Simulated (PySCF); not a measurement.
**MP2/3-21G run of B4NH5 (closo-2-NB4 (H on N))**

What is the vertical singlet–triplet gap of B4NH5 (closo-2-NB4 (H on N)) at MP2/3-21G? Input form: a Python script.

The calculation is run with PySCF 2.14.0.

### Step 1. The molecule

B4NH5: 10 atoms, total charge 0, spin state singlet. Geometry: relaxed at GFN2-xTB.

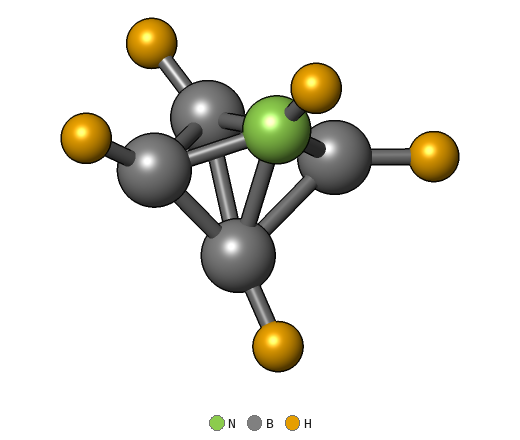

Viewed from a chosen angle; nitrogen green, boron grey, hydrogen amber.

### Step 2. A single-point energy at MP2/3-21G

Contents of calc.py:

```python
from pyscf import gto, scf, mp

molecule = gto.M(
    atom='''
N    0.087610   0.468700   0.568970
B    0.595510  -0.929770  -0.155170
B    0.705390   0.683870  -0.781810
B   -0.725420  -0.789410   0.653100
B   -0.745870   0.127620  -0.820010
H    0.208350   1.107310   1.343240
H    1.625040  -1.470870  -0.137660
H    1.584230   1.419310  -1.003770
H   -1.509690  -1.022790   1.485640
H   -1.825150   0.406030  -1.152530
''',
    max_memory=1860,
    verbose=4,
    basis='3-21g',
)

hf = scf.RHF(molecule)
hf.conv_tol = 1e-10
hf.kernel()
if not hf.converged:
    hf = hf.newton().run(hf.mo_coeff, hf.mo_occ)

pt = mp.MP2(hf, frozen=5).run()
energy = pt.e_tot
print('Final energy', energy)
```

Command:

```sh
$ OMP_NUM_THREADS=1 python calc.py
```

Log:

```text
PySCF version 2.14.0

[INPUT] num. atoms = 10
[INPUT] num. electrons = 32
[INPUT] charge = 0
[INPUT] spin (= nelec alpha-beta = 2S) = 0
[INPUT] symmetry False subgroup None
[INPUT] Mole.unit = angstrom
[INPUT] Symbol           X                Y                Z      unit          X                Y                Z       unit  Magmom
[INPUT]  1 N      0.087610000000   0.468700000000   0.568970000000 AA    0.165558905773   0.885714634584   1.075197473094 Bohr   0.0
[INPUT]  2 B      0.595510000000  -0.929770000000  -0.155170000000 AA    1.125350804440  -1.757010658837  -0.293228802749 Bohr   0.0
[INPUT]  3 B      0.705390000000   0.683870000000  -0.781810000000 AA    1.332993911007   1.292327004806  -1.477406781446 Bohr   0.0
[INPUT]  4 B     -0.725420000000  -0.789410000000   0.653100000000 AA   -1.370845125282  -1.491768699993   1.234180131953 Bohr   0.0
[INPUT]  5 B     -0.745870000000   0.127620000000  -0.820010000000 AA   -1.409490024529   0.241166848017  -1.549594319405 Bohr   0.0
[INPUT]  6 H      0.208350000000   1.107310000000   1.343240000000 AA    0.393724438053   2.092512634992   2.538355719561 Bohr   0.0
[INPUT]  7 H      1.625040000000  -1.470870000000  -0.137660000000 AA    3.070880541463  -2.779541464839  -0.260139698308 Bohr   0.0
[INPUT]  8 H      1.584230000000   1.419310000000  -1.003770000000 AA    2.993760818320   2.682107185856  -1.896850392055 Bohr   0.0
[INPUT]  9 H     -1.509690000000  -1.022790000000   1.485640000000 AA   -2.852900632995  -1.932792982944   2.807452719699 Bohr   0.0
[INPUT] 10 H     -1.825150000000   0.406030000000  -1.152530000000 AA   -3.449033636250   0.767285498357  -2.177966050345 Bohr   0.0

nuclear repulsion = 128.089184244753
number of shells = 35
number of NR pGTOs = 90
number of NR cGTOs = 55
basis = 3-21g
ecp = {}

******** <class 'pyscf.scf.hf.RHF'> ********
method = RHF
initial guess = minao
damping factor = 0
level_shift factor = 0
DIIS = <class 'pyscf.scf.diis.CDIIS'>
diis_start_cycle = 1
diis_space = 8
diis_damp = 0
SCF conv_tol = 1e-10
SCF conv_tol_grad = None
SCF max_cycles = 50
direct_scf = True
direct_scf_tol = 1e-13
Set gradient conv threshold to 1e-05
Initial guess from minao.
init E= -157.270322416905
  HOMO = -0.201378589245855  LUMO = 0.0260048434623683  gap/eV = 6.18742
cycle= 1 E= -155.023076435222  delta_E= 2.25  |g|= 0.402  |ddm|= 3.61
  HOMO = -0.33858152344733  LUMO = 0.0871717268288883  gap/eV = 11.58534
cycle= 2 E= -155.085880711721  delta_E= -0.0628  |g|= 0.201  |ddm|= 0.827
  HOMO = -0.329163648091947  LUMO = 0.112102894728686  gap/eV = 12.00747
cycle= 3 E= -155.095196648263  delta_E= -0.00932  |g|= 0.0666  |ddm|= 0.316
  HOMO = -0.330882013612874  LUMO = 0.112408843335746  gap/eV = 12.06256
cycle= 4 E= -155.096786581004  delta_E= -0.00159  |g|= 0.00629  |ddm|= 0.142
  HOMO = -0.33247551392415  LUMO = 0.111509130676537  gap/eV = 12.08144
cycle= 5 E= -155.096816753921  delta_E= -3.02e-05  |g|= 0.0018  |ddm|= 0.0231
  HOMO = -0.332173176955724  LUMO = 0.11183659283525  gap/eV = 12.08212
cycle= 6 E= -155.096819365599  delta_E= -2.61e-06  |g|= 0.000574  |ddm|= 0.00613
  HOMO = -0.33228749416305  LUMO = 0.111813398964789  gap/eV = 12.08460
cycle= 7 E= -155.096819689382  delta_E= -3.24e-07  |g|= 0.000155  |ddm|= 0.00227
  HOMO = -0.332269748866687  LUMO = 0.111836968396813  gap/eV = 12.08476
cycle= 8 E= -155.096819717204  delta_E= -2.78e-08  |g|= 3.96e-05  |ddm|= 0.000611
  HOMO = -0.332275902351295  LUMO = 0.111831687429364  gap/eV = 12.08478
cycle= 9 E= -155.096819719226  delta_E= -2.02e-09  |g|= 1.39e-05  |ddm|= 0.000148
  HOMO = -0.332274510256621  LUMO = 0.111833194500451  gap/eV = 12.08479
cycle= 10 E= -155.096819719499  delta_E= -2.73e-10  |g|= 5.33e-06  |ddm|= 5.55e-05
  HOMO = -0.33227458444757  LUMO = 0.11183313744535  gap/eV = 12.08479
cycle= 11 E= -155.096819719536  delta_E= -3.66e-11  |g|= 1.92e-06  |ddm|= 2.06e-05
  HOMO = -0.332274646384657  LUMO = 0.111833113167239  gap/eV = 12.08479
Extra cycle  E= -155.096819719538  delta_E= -2.05e-12  |g|= 1.02e-06  |ddm|= 4.9e-06
converged SCF energy = -155.096819719538

******** <class 'pyscf.mp.mp2.RMP2'> ********
nocc = 11, nmo = 50
frozen orbitals 5
E(RMP2) = -155.443345150622  E_corr = -0.346525431084745
E(SCS-RMP2) = -155.441181868119  E_corr = -0.344362148581442
E_corr(same-spin) = -0.0824635023695208
E_corr(oppo-spin) = -0.264061928715224
Final energy -155.4433451506225
```

Run time: 1.1 s. Hardware: 1 thread of Arm Neoverse V1, shared host; peak memory 0.13 GiB.

### Step 3. The triplet, same level

Contents of calc.py:

```python
from pyscf import gto, mp

mol = gto.M(
    atom='''
N        0.087610       0.468700       0.568970
B        0.595510      -0.929770      -0.155170
B        0.705390       0.683870      -0.781810
B       -0.725420      -0.789410       0.653100
B       -0.745870       0.127620      -0.820010
H        0.208350       1.107310       1.343240
H        1.625040      -1.470870      -0.137660
H        1.584230       1.419310      -1.003770
H       -1.509690      -1.022790       1.485640
H       -1.825150       0.406030      -1.152530
''',
    max_memory=1860,
    verbose=4,
    spin=2,
    basis='3-21g',
)

calc0 = mol.UHF()
calc0.conv_tol = 1e-10
calc0.kernel()
if not calc0.converged:
    calc0 = calc0.newton().run(calc0.mo_coeff, calc0.mo_occ)

pt = mp.MP2(calc0, frozen=5).run()
energy = pt.e_tot
print(f'total energy: {energy:.8f} hartree')
```

Command:

```sh
$ OMP_NUM_THREADS=1 python calc.py
```

Log:

```text
PySCF version 2.14.0

[... 45 lines left out ...]
WARN: HOMO 0.0260048434623683 >= LUMO -0.201378589245855
[... 58 lines left out ...]
converged SCF energy = -154.968223839419  <S^2> = 2.0238771  2S+1 = 3.015876
[... 1 line left out ...]
******** <class 'pyscf.mp.ump2.UMP2'> ********
nocc = (np.int64(12), np.int64(10)), nmo = (50, 50)
frozen orbitals 5
E(UMP2) = -155.286482235082  E_corr = -0.318258395663202
E(SCS-UMP2) = -155.285341811459  E_corr = -0.317117972039381
E_corr(same-spin) = -0.074760118565148
E_corr(oppo-spin) = -0.243498277098054
total energy: -155.28648224 hartree
```

It took 1.4 s on 1 thread of Arm Neoverse V1, shared host; peak memory 0.13 GiB.

### Step 4. What came out

Level: MP2/3-21G, 5 core orbitals frozen.

```
                                                           quantity          value
                                              singlet: total energy  -155.44335 Eh
                      singlet: dipole moment (Hartree–Fock density)         2.35 D
                       singlet: HOMO energy (Hartree–Fock orbitals)       -9.04 eV
                       singlet: LUMO energy (Hartree–Fock orbitals)        3.04 eV
                     singlet: HOMO–LUMO gap (Hartree–Fock orbitals)       12.08 eV
               singlet: correlation energy (5 core orbitals frozen)     -346.5 mEh
                                              triplet: total energy  -155.28648 Eh
                      triplet: dipole moment (Hartree–Fock density)         1.62 D
triplet: HOMO energy (Hartree–Fock orbitals) (highest over α and β)       -5.44 eV
 triplet: LUMO energy (Hartree–Fock orbitals) (lowest over α and β)       -0.33 eV
               triplet: correlation energy (5 core orbitals frozen)     -318.3 mEh
                         triplet: ⟨S²⟩ of the reference determinant          2.024
                   vertical energy of the triplet above the singlet       4.268 eV
```

At this shape the triplet lies 4.27 eV (98 kcal/mol) above the singlet. Mulliken charges (triplet) of the mean-field density run from -1.07 on N1 to +0.40 on H6; they depend strongly on the basis.
